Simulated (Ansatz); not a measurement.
# H₂ + SnH₃O radical: a complex and its separated parts, part 1 of 2

The complex below is one end of an elementary step. How strongly is it bound against its free parts?

Program: Ansatz 0.2.0, Gaussian basis. Level of theory: PBE0-D4/def2-TZVP structures, single points in def2-TZVPP, no counterpoise correction. These are calculated values, not measurements.

Levels: SPW92, PBE-D4, BLYP-D4, r2SCAN-D4, B97M-V, PBE0-D4, B3LYP-D4, r2SCAN0-D4, BHLYP-D4, CAM-B3LYP-D4, wB97X-V, wB97M-V, B2PLYP, PBE-QIDH, RPA on PBE, Hartree-Fock, MP2, CCSD, CCSD(T).

Cores are frozen in the correlated methods. Filled d shells of the heavier atoms are correlated. Core potentials replace the inner electrons past krypton, and spin-orbit coupling is left out. Orbitals are unrestricted. B3LYP uses VWN-RPA correlation. B2PLYP carries no dispersion term here.

89 further runs of the same task are left out: 1 that didn't finish, 88 set aside as unsound or not needed.

**1. Where the work starts**

The complex: 7 atoms, charge 0, spin multiplicity 2.

Atoms are counted from 1 here; the program's logs count them from 0.

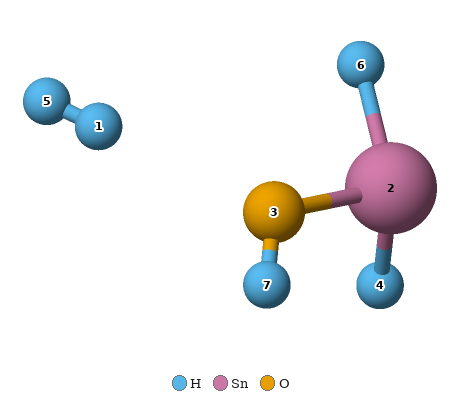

The starting geometry (hydrogen blue, tin pink, oxygen amber); atoms are numbered from 1 in the order of the file.

Coordinates:

```xyz
7

H    -1.0445    0.6942   -1.8174
Sn    1.1400   -0.3182    1.2224
O    -0.4754    0.6477    0.6135
H     0.6563   -1.9549    1.5293
H    -1.1914    0.6492   -2.5502
H     2.1622   -0.2001   -0.1578
H    -1.2472    0.4821    1.1603
```

Its parts: H₂ holds atoms 1, 5; SnH₃O radical holds atoms 2, 3, 4, 6, 7. Each part counts its atoms afresh in its own runs.

**2. Relaxing H₂ alone**

relax-a/in.yaml reads:

```yaml
crystal:
  periodic: [false, false, false]
  atoms:
    - {symbol: H, position_ang: [-1.044546, 0.694187, -1.817399]}
    - {symbol: H, position_ang: [-1.191387, 0.649244, -2.550214]}
basis:
  gaussian: {orbitals: def2-TZVP}
hamiltonian: {xc: pbe0, dispersion: d4}
relax: {f_tol: 0.005, max_steps: 200}
```

The run is started by

```bash
$ ansatz run in.yaml --threads 4 --pin off --events-out ev --progress --plain --max-ram 9574MiB
```

The log of the run (excerpt; [...] marks lines left out):

```text
Functional definition: PBE0
  name "PBE0"
  cite "Adamo & Barone, J. Chem. Phys. 110, 6158 (1999) doi:10.1063/1.478522"
  cite "Perdew, Burke & Ernzerhof, Phys. Rev. Lett. 77, 3865 (1996) doi:10.1103/PhysRevLett.77.3865"
  parent pbe
[...]
88 factors; their error is unknown
[...]
mean field -31.78852901 eV, -1.1682068939 hartree, gradient 1.7e-5 eV, S^2 0.000000; 0 other end points of the search recorded, 0 dependent functions left out
[...]
reference -31.78854489 eV, -1.1682074775 hartree; 1, 1 occupied and 11, 11 virtual orbitals, 88 factors
relax step   1: F+E_penalty+E_count = -31.79013645 eV  Δ(F+E_penalty+E_count) = +0.000e0 eV  max|allowed force component| = 9.169e-2 eV/Å  Δτ_max = 0.0000 Å  (15 SCF iters, accepted)
[...]
relax step   2: F+E_penalty+E_count = -31.79025924 eV  Δ(F+E_penalty+E_count) = -1.228e-4 eV  max|allowed force component| = 1.942e-3 eV/Å  Δτ_max = 0.0013 Å  (14 SCF iters, accepted)
88 factors; their error is unknown
mean field -31.78865269 eV, -1.1682114391 hartree, gradient 1.0e-5 eV, S^2 0.000000; 1 other end points of the search recorded, 0 dependent functions left out
[...]
reference -31.78866855 eV, -1.1682120220 hartree; 1, 1 occupied and 11, 11 virtual orbitals, 88 factors
Total energy: -31.79027511 eV, -1.1682710619 hartree
Atom 0 at    -1.044797     0.694110    -1.818652 Å, force    -0.000389    -0.000119    -0.001942 eV/Å
Atom 1 at    -1.191136     0.649321    -2.548961 Å, force     0.000389     0.000119     0.001942 eV/Å
Dipole moment:    -0.000000     0.000000    -0.000000 e Å
```

It took 0.15 s on 4 threads of Arm Neoverse V2, shared host.

Along the way:

```tsv
step	energy from step 1 (eV)	largest force component (eV/Å)
1	0.0000	0.0917
2	-0.0001	0.0019
```

The bond:

```tsv
bond	before (Å)	after (Å)	change (Å)
H1–H2	0.749	0.746	-0.003
```

**3. Relaxing SnH₃O radical alone**

relax-b/in.yaml reads:

```yaml
crystal:
  periodic: [false, false, false]
  atoms:
    - {symbol: Sn, position_ang: [1.140046, -0.318228, 1.222361]}
    - {symbol: O, position_ang: [-0.475390, 0.647689, 0.613451]}
    - {symbol: H, position_ang: [0.656336, -1.954859, 1.529279]}
    - {symbol: H, position_ang: [2.162235, -0.200132, -0.157798]}
    - {symbol: H, position_ang: [-1.247194, 0.482098, 1.160320]}
basis:
  gaussian: {orbitals: def2-TZVP}
magnetization: {spin_polarized: true, initial_magnetization: 1}
hamiltonian: {xc: pbe0, dispersion: d4}
relax: {f_tol: 0.005, max_steps: 200}
```

The run is started by

```bash
$ ansatz run in.yaml --threads 4 --pin off --events-out ev --progress --plain --max-ram 9574MiB
```

The log of the run (excerpt; [...] marks lines left out):

```text
[... 5 set-up lines as earlier in the session ...]
[...]
744 factors; their error is unknown
[...]
mean field -7925.30815928 eV, -291.2497028869 hartree, gradient 3.2e-5 eV, S^2 0.752706; 0 other end points of the search recorded, 0 dependent functions left out
[...]
Atom 1 at    -0.475350     0.648356     0.613065 Å, force    -0.000478    -0.000350    -0.000179 eV/Å
Atom 2 at     0.657672    -1.955475     1.528713 Å, force     0.000127     0.000477    -0.000612 eV/Å
Atom 3 at     2.162175    -0.201236    -0.157280 Å, force    -0.000580    -0.000437     0.000655 eV/Å
Atom 4 at    -1.246299     0.481915     1.160775 Å, force     0.000218     0.000189     0.000057 eV/Å
Dipole moment:     0.049794    -0.173661     0.311637 e Å
```

Run time: 3.3 s. Hardware: 4 threads of Arm Neoverse V2, shared host.

Step by step:

```tsv
step	energy from step 1 (eV)	largest force component (eV/Å)
1	0.0000	0.0450
2	-0.0001	0.0060
3	-0.0001	0.0007
```

Distances of close pairs at the start and the end, largest changes first:

```tsv
bond	before (Å)	after (Å)	change (Å)
Sn1–O2	1.978	1.976	-0.002
Sn1–H4	1.722	1.722	+0.001
Sn1–H3	1.734	1.735	+0.001
O2–H5	0.960	0.960	-0.000
```

**4. SPW92/def2-TZVPP**

parta/in.yaml reads:

```yaml
crystal:
  periodic: [false, false, false]
  atoms:
    - {symbol: H, position_ang: [-1.044797, 0.694110, -1.818652]}
    - {symbol: H, position_ang: [-1.191136, 0.649321, -2.548961]}
basis:
  gaussian: {orbitals: def2-TZVPP}
hamiltonian: {xc: lda}
```

partb/in.yaml reads:

```yaml
crystal:
  periodic: [false, false, false]
  atoms:
    - {symbol: Sn, position_ang: [1.137835, -0.316992, 1.222340]}
    - {symbol: O, position_ang: [-0.475350, 0.648356, 0.613065]}
    - {symbol: H, position_ang: [0.657672, -1.955475, 1.528713]}
    - {symbol: H, position_ang: [2.162175, -0.201236, -0.157280]}
    - {symbol: H, position_ang: [-1.246299, 0.481915, 1.160775]}
basis:
  gaussian: {orbitals: def2-TZVPP}
magnetization: {spin_polarized: true, initial_magnetization: 1}
hamiltonian: {xc: lda}
```

The same command starts each run, in its folder.

The run is started by

```bash
$ ansatz run in.yaml --threads 4 --pin off --events-out ev --progress --plain --max-ram 9574MiB
```

Output in parta (excerpt; [...] marks lines left out):

```text
Functional definition: SPW92
  name "SPW92"
  cite "Dirac, Proc. Camb. Phil. Soc. 26, 376 (1930) doi:10.1017/S0305004100016108"
  cite "Slater, Phys. Rev. 81, 385 (1951) doi:10.1103/PhysRev.81.385"
  cite "Perdew & Wang, Phys. Rev. B 45, 13244 (1992) doi:10.1103/PhysRevB.45.13244"
[...]
118 factors; their error is unknown
[...]
mean field -30.93530175 eV, -1.1368513707 hartree, gradient 4.4e-5 eV, S^2 0.000000; 0 other end points of the search recorded, 0 dependent functions left out
reference -30.93532243 eV, -1.1368521306 hartree; 1, 1 occupied and 27, 27 virtual orbitals, 118 factors
Total energy: -30.93532243 eV, -1.1368521306 hartree
```

Output in partb (excerpt; [...] marks lines left out):

```text
[... 5 set-up lines as earlier in the session ...]
[...]
716 factors; their error is unknown
[...]
mean field -7902.89402827 eV, -290.4259987650 hartree, gradient 3.6e-5 eV, S^2 0.750837; 0 other end points of the search recorded, 0 dependent functions left out
reference -7902.89406942 eV, -290.4260002773 hartree; 17, 16 occupied and 106, 107 virtual orbitals, 716 factors
Total energy: -7902.89406942 eV, -290.4260002773 hartree
```

They took 0.1 s (parta), 0.5 s (partb) on 4 threads of Arm Neoverse V2, shared host.

**5. PBE-D4/def2-TZVPP**

Each input of step 4 (parta, partb) changes in the same lines:

```diff
-hamiltonian: {xc: lda}
+hamiltonian: {xc: pbe, dispersion: d4}
```

Each run has its own folder and the same command.

The run is started by

```bash
$ ansatz run in.yaml --threads 4 --pin off --events-out ev --progress --plain --max-ram 9574MiB
```

Output in parta (excerpt; [...] marks lines left out):

```text
Functional definition: PBE
  name "PBE"
[... 2 set-up lines as earlier in the session ...]
[...]
118 factors; their error is unknown
[...]
mean field -31.73222335 eV, -1.1661376992 hartree, gradient 3.1e-5 eV, S^2 0.000000; 0 other end points of the search recorded, 0 dependent functions left out
reference -31.73224503 eV, -1.1661384958 hartree; 1, 1 occupied and 27, 27 virtual orbitals, 118 factors
Total energy: -31.73426425 eV, -1.1662127011 hartree
```

Output in partb (excerpt; [...] marks lines left out):

```text
[... 4 set-up lines as earlier in the session ...]
[...]
716 factors; their error is unknown
[...]
mean field -7925.15386819 eV, -291.2440327937 hartree, gradient 1.5e-5 eV, S^2 0.751552; 0 other end points of the search recorded, 0 dependent functions left out
reference -7925.15391382 eV, -291.2440344706 hartree; 17, 16 occupied and 106, 107 virtual orbitals, 716 factors
Total energy: -7925.21819451 eV, -291.2463967425 hartree
```

They took 0.1 s (parta), 0.85 s (partb) on 4 threads of Arm Neoverse V2, shared host.

**6. BLYP-D4/def2-TZVPP**

Each input of step 5 (parta, partb) changes in the same lines:

```diff
-hamiltonian: {xc: pbe, dispersion: d4}
+hamiltonian: {xc: {name: BLYP}, dispersion: d4}
```

One command serves all of them, each in its own folder.

The run is started by

```bash
$ ansatz run in.yaml --threads 4 --pin off --events-out ev --progress --plain --max-ram 9574MiB
```

Log of parta (excerpt; [...] marks lines left out):

```text
Functional definition: BLYP
  name "BLYP"
  cite "Becke, Phys. Rev. A 38, 3098 (1988) doi:10.1103/PhysRevA.38.3098"
  cite "Lee, Yang & Parr, Phys. Rev. B 37, 785 (1988) doi:10.1103/PhysRevB.37.785"
[...]
118 factors; their error is unknown
[...]
mean field -31.82604674 eV, -1.1695856453 hartree, gradient 8.3e-5 eV, S^2 0.000000; 0 other end points of the search recorded, 0 dependent functions left out
reference -31.82623917 eV, -1.1695927168 hartree; 1, 1 occupied and 27, 27 virtual orbitals, 118 factors
Total energy: -31.83113707 eV, -1.1697727115 hartree
```

Output in partb (excerpt; [...] marks lines left out):

```text
[... 4 set-up lines as earlier in the session ...]
[...]
716 factors; their error is unknown
[...]
mean field -7925.71996273 eV, -291.2648363842 hartree, gradient 1.8e-5 eV, S^2 0.751558; 0 other end points of the search recorded, 0 dependent functions left out
reference -7925.72027983 eV, -291.2648480376 hartree; 17, 16 occupied and 106, 107 virtual orbitals, 716 factors
Total energy: -7925.86344816 eV, -291.2701093766 hartree
```

Times: 0.1 s (parta), 0.8 s (partb) on 4 threads of Arm Neoverse V2, shared host.

**7. r2SCAN-D4/def2-TZVPP**

The same edit goes into each in.yaml of step 6 (parta, partb):

```diff
-hamiltonian: {xc: {name: BLYP}, dispersion: d4}
+hamiltonian: {xc: r2scan, dispersion: d4}
```

One command serves all of them, each in its own folder.

The run is started by

```bash
$ ansatz run in.yaml --threads 4 --pin off --events-out ev --progress --plain --max-ram 9574MiB
```

Log of parta (excerpt; [...] marks lines left out):

```text
Functional definition: r2SCAN
  name "r2SCAN"
  cite "Furness, Kaplan, Ning, Perdew & Sun, J. Phys. Chem. Lett. 11, 8208 (2020) doi:10.1021/acs.jpclett.0c02405"
  cite "Furness, Kaplan, Ning, Perdew & Sun, J. Phys. Chem. Lett. 11, 9248 (2020) doi:10.1021/acs.jpclett.0c03077"
  parent r2scan
[...]
118 factors; their error is unknown
[...]
mean field -31.87204878 eV, -1.1712761890 hartree, gradient 4.1e-5 eV, S^2 0.000000; 0 other end points of the search recorded, 0 dependent functions left out
reference -31.87205540 eV, -1.1712764322 hartree; 1, 1 occupied and 27, 27 virtual orbitals, 118 factors
Total energy: -31.87255678 eV, -1.1712948577 hartree
```

Log of partb (excerpt; [...] marks lines left out):

```text
[... 5 set-up lines as earlier in the session ...]
[...]
716 factors; their error is unknown
[...]
mean field -7928.70236709 eV, -291.3744377229 hartree, gradient 4.4e-5 eV, S^2 0.753730; 0 other end points of the search recorded, 0 dependent functions left out
reference -7928.70238516 eV, -291.3744383873 hartree; 17, 16 occupied and 106, 107 virtual orbitals, 716 factors
Total energy: -7928.71625229 eV, -291.3749479948 hartree
```

They took 0.3 s (parta), 1.7 s (partb) on 4 threads of Arm Neoverse V2, shared host.

**8. B97M-V/def2-TZVPP**

Each input of step 7 (parta, partb) changes in the same lines:

```diff
-hamiltonian: {xc: r2scan, dispersion: d4}
+hamiltonian: {xc: {name: B97M-V}}
```

One command serves all of them, each in its own folder.

The run is started by

```bash
$ ansatz run in.yaml --threads 4 --pin off --events-out ev --progress --plain --max-ram 9574MiB
```

Output in parta (excerpt; [...] marks lines left out):

```text
Functional definition: B97M-V
  name "B97M-V"
  cite "Mardirossian & Head-Gordon, J. Chem. Phys. 142, 074111 (2015) doi:10.1063/1.4907719"
  cite "Becke, J. Chem. Phys. 107, 8554 (1997) doi:10.1063/1.475007"
  cite "Vydrov & Van Voorhis, J. Chem. Phys. 133, 244103 (2010) doi:10.1063/1.3521275"
  # Of w^i u^j: cxij and so on, Table III.
[...]
  gx(w, u) = cx00 + cx01*u + cx02*u^2 + (cx10 + cx11*u)*w
  gss(w, u) = css00 + css02*u^2 + css10*w + (css32*w^3 + css42*w^4)*u^2
  gos(w, u) = cos00 + cos01*u + cos03*u^3 + cos10*w + cos32*w^3*u^2
[...]
      + integral(e_c_pw_mod_opposite_spin*gos(b97_w_opposite, b97_u_opposite)) + vv10(b, c)
118 factors; their error is unknown
[...]
mean field -31.90528711 eV, -1.1724976750 hartree, gradient 8.2e-6 eV, S^2 0.000000; 0 other end points of the search recorded, 0 dependent functions left out
reference -31.90531679 eV, -1.1724987659 hartree; 1, 1 occupied and 27, 27 virtual orbitals, 118 factors
Total energy: -31.90531679 eV, -1.1724987659 hartree
```

Log of partb (excerpt; [...] marks lines left out):

```text
[... 5 set-up lines as earlier in the session ...]
  # Of w^i u^j: cxij and so on, Table III.
[...]
  gx(w, u) = cx00 + cx01*u + cx02*u^2 + (cx10 + cx11*u)*w
[...]
  gos(w, u) = cos00 + cos01*u + cos03*u^3 + cos10*w + cos32*w^3*u^2
[...]
      + integral(e_c_pw_mod_opposite_spin*gos(b97_w_opposite, b97_u_opposite)) + vv10(b, c)
716 factors; their error is unknown
[...]
mean field -7926.90332626 eV, -291.3083241918 hartree, gradient 3.6e-5 eV, S^2 0.751656; 0 other end points of the search recorded, 0 dependent functions left out
reference -7926.90339220 eV, -291.3083266154 hartree; 17, 16 occupied and 106, 107 virtual orbitals, 716 factors
Total energy: -7926.90339220 eV, -291.3083266154 hartree
```

They took 0.15 s (parta), 3 s (partb) on 4 threads of Arm Neoverse V2, shared host.

**9. PBE0-D4/def2-TZVPP**

The same edit goes into each in.yaml of step 8 (parta, partb):

```diff
-hamiltonian: {xc: {name: B97M-V}}
+hamiltonian: {xc: pbe0, dispersion: d4}
+output: {orbitals: {seedname: orbitals}}
```

One command serves all of them, each in its own folder.

The run is started by

```bash
$ ansatz run in.yaml --threads 4 --pin off --events-out ev --progress --plain --max-ram 9574MiB
```

Log of parta (excerpt; [...] marks lines left out):

```text
[... 5 set-up lines as earlier in the session ...]
[...]
118 factors; their error is unknown
[...]
mean field -31.79610730 eV, -1.1684853910 hartree, gradient 5.5e-5 eV, S^2 0.000000; 0 other end points of the search recorded, 0 dependent functions left out
reference -31.79612329 eV, -1.1684859787 hartree; 1, 1 occupied and 27, 27 virtual orbitals, 118 factors
Total energy: -31.79772985 eV, -1.1685450186 hartree
```

partb printed (excerpt; [...] marks lines left out):

```text
[... 5 set-up lines as earlier in the session ...]
[...]
789 factors; their error is unknown
[...]
mean field -7925.36652283 eV, -291.2518477077 hartree, gradient 2.7e-5 eV, S^2 0.752813; 0 other end points of the search recorded, 0 dependent functions left out
reference -7925.36655661 eV, -291.2518489490 hartree; 17, 16 occupied and 106, 107 virtual orbitals, 789 factors
Total energy: -7925.42000144 eV, -291.2538130102 hartree
```

They took 0.1 s (parta), 1 s (partb) on 4 threads of Arm Neoverse V2, shared host.

**10. B3LYP-D4/def2-TZVPP**

The same edit goes into each in.yaml of step 9 (parta, partb):

```diff
-hamiltonian: {xc: pbe0, dispersion: d4}
-output: {orbitals: {seedname: orbitals}}
+hamiltonian: {xc: {name: B3LYP}, dispersion: d4}
```

The same command starts each run, in its folder.

The run is started by

```bash
$ ansatz run in.yaml --threads 4 --pin off --events-out ev --progress --plain --max-ram 9574MiB
```

Output in parta (excerpt; [...] marks lines left out):

```text
Functional definition: B3LYP
  name "B3LYP"
  cite "Stephens, Devlin, Chabalowski & Frisch, J. Phys. Chem. 98, 11623 (1994) doi:10.1021/j100096a001"
[... 2 set-up lines as earlier in the session ...]
  cite "Vosko, Wilk & Nusair, Can. J. Phys. 58, 1200 (1980) doi:10.1139/p80-159"
[...]
118 factors; their error is unknown
[...]
mean field -32.10922666 eV, -1.1799923154 hartree, gradient 4.6e-5 eV, S^2 0.000000; 0 other end points of the search recorded, 0 dependent functions left out
reference -32.10936876 eV, -1.1799975376 hartree; 1, 1 occupied and 27, 27 virtual orbitals, 118 factors
Total energy: -32.11251986 eV, -1.1801133381 hartree
```

partb printed (excerpt; [...] marks lines left out):

```text
[... 6 set-up lines as earlier in the session ...]
[...]
760 factors; their error is unknown
[...]
mean field -7929.63374125 eV, -291.4086650923 hartree, gradient 8.2e-5 eV, S^2 0.752644; 0 other end points of the search recorded, 0 dependent functions left out
reference -7929.63397754 eV, -291.4086737757 hartree; 17, 16 occupied and 106, 107 virtual orbitals, 760 factors
Total energy: -7929.73963269 eV, -291.4125565308 hartree
```

They took 0.1 s (parta), 1 s (partb) on 4 threads of Arm Neoverse V2, shared host.

**11. r2SCAN0-D4/def2-TZVPP**

Each input of step 10 (parta, partb) changes in the same lines:

```diff
-hamiltonian: {xc: {name: B3LYP}, dispersion: d4}
+hamiltonian: {xc: {name: r2SCAN0}, dispersion: d4}
```

Each run has its own folder and the same command.

The run is started by

```bash
$ ansatz run in.yaml --threads 4 --pin off --events-out ev --progress --plain --max-ram 9574MiB
```

Output in parta (excerpt; [...] marks lines left out):

```text
Functional definition: r2SCAN0
  name "r2SCAN0"
  cite "Bursch, Neugebauer, Ehlert & Grimme, J. Chem. Phys. 156, 134105 (2022) doi:10.1063/5.0086040"
[... 3 set-up lines as earlier in the session ...]
[...]
118 factors; their error is unknown
[...]
mean field -31.85186657 eV, -1.1705345064 hartree, gradient 1.4e-5 eV, S^2 0.000000; 0 other end points of the search recorded, 0 dependent functions left out
reference -31.85187169 eV, -1.1705346947 hartree; 1, 1 occupied and 27, 27 virtual orbitals, 118 factors
Total energy: -31.85241307 eV, -1.1705545899 hartree
```

Output in partb (excerpt; [...] marks lines left out):

```text
[... 6 set-up lines as earlier in the session ...]
[...]
789 factors; their error is unknown
[...]
mean field -7927.55569143 eV, -291.3322981699 hartree, gradient 6.2e-5 eV, S^2 0.754800; 0 other end points of the search recorded, 0 dependent functions left out
reference -7927.55570546 eV, -291.3322986855 hartree; 17, 16 occupied and 106, 107 virtual orbitals, 789 factors
Total energy: -7927.57243917 eV, -291.3329136378 hartree
```

Times: 0.3 s (parta), 2 s (partb) on 4 threads of Arm Neoverse V2, shared host.

**12. BHLYP-D4/def2-TZVPP**

The same edit goes into each in.yaml of step 11 (parta, partb):

```diff
-hamiltonian: {xc: {name: r2SCAN0}, dispersion: d4}
+hamiltonian: {xc: {name: BHLYP}, dispersion: d4}
```

Each run has its own folder and the same command.

The run is started by

```bash
$ ansatz run in.yaml --threads 4 --pin off --events-out ev --progress --plain --max-ram 9574MiB
```

Output in parta (excerpt; [...] marks lines left out):

```text
Functional definition: BHLYP
  name "BHLYP"
  cite "Becke, J. Chem. Phys. 98, 1372 (1993) doi:10.1063/1.464304"
[... 2 set-up lines as earlier in the session ...]
[...]
118 factors; their error is unknown
[...]
mean field -31.83805129 eV, -1.1700268043 hartree, gradient 5.6e-5 eV, S^2 0.000000; 0 other end points of the search recorded, 0 dependent functions left out
reference -31.83814685 eV, -1.1700303162 hartree; 1, 1 occupied and 27, 27 virtual orbitals, 118 factors
Total energy: -31.83989045 eV, -1.1700943921 hartree
```

Output in partb (excerpt; [...] marks lines left out):

```text
[... 5 set-up lines as earlier in the session ...]
[...]
838 factors; their error is unknown
[...]
mean field -7924.47679338 eV, -291.2191507535 hartree, gradient 1.7e-5 eV, S^2 0.754827; 0 other end points of the search recorded, 0 dependent functions left out
reference -7924.47695066 eV, -291.2191565335 hartree; 17, 16 occupied and 106, 107 virtual orbitals, 838 factors
Total energy: -7924.56282102 eV, -291.2223122107 hartree
```

Times: 0.1 s (parta), 1.1 s (partb) on 4 threads of Arm Neoverse V2, shared host.

(Continued in part 2 of 2.)
